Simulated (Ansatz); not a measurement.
# Energy landscape of ZnAg

5 relaxations of ZnAg ended in 4 distinct structures. Method: PBEsol (plane waves to 420 eV, PAW, scalar-relativistic; Ansatz, a quantum-chemistry and plane-wave program).

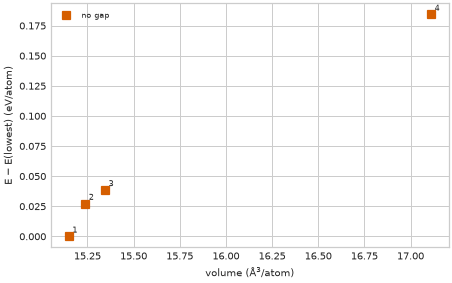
Energy against volume of the distinct structures, numbered as in the table

```tsv
#	space group	Pearson	type	E − E(lowest) (eV/atom)	V (Å³/atom)	coordination	runs ending here
1	Pm-3m	cP2	CsCl type	0.00	15.15	Ag 8 (cubic)+6, Zn 8 (cubic)+6	2
2	P4/nmm	tP4	–	0.03	15.24	–	1
3	R-3m	hR8	–	0.04	15.34	–	1
4	R3m	hR6	–	0.18	17.11	–	1
```

Coordination numbers (neighbours up to the widest gap in distance over summed covalent radii, below 1.35; n+m marks a second, longer set). All are gapless at this level. Pm-3m, cP2, CsCl type is the lowest among the structures calculated here.

```cif
data_AgZn
_chemical_formula_sum 'Ag1 Zn1'
_space_group_name_H-M_alt 'Pm-3m'
_space_group_IT_number 221
_space_group_name_Hall '-P 4 2 3'
_cell_length_a 3.11742
_cell_length_b 3.11742
_cell_length_c 3.11742
_cell_angle_alpha 90.000
_cell_angle_beta 90.000
_cell_angle_gamma 90.000
loop_
_atom_site_label
_atom_site_type_symbol
_atom_site_symmetry_multiplicity
_atom_site_Wyckoff_symbol
_atom_site_fract_x
_atom_site_fract_y
_atom_site_fract_z
_atom_site_occupancy
Ag1 Ag 1 b 0.50000 0.50000 0.50000 1
Zn1 Zn 1 a 0.00000 0.00000 0.00000 1
```

Each run could gain symmetry but not lose that of its start, so entries can be saddle points. From databases, or of a type measured for this composition: Pm-3m, cP2, CsCl type; the others are generated cells (placed on structure types, drawn at random, substituted or restacked) that were not matched to a known phase here. Energies are at zero temperature and pressure, without zero-point motion. No spin polarisation in the result.
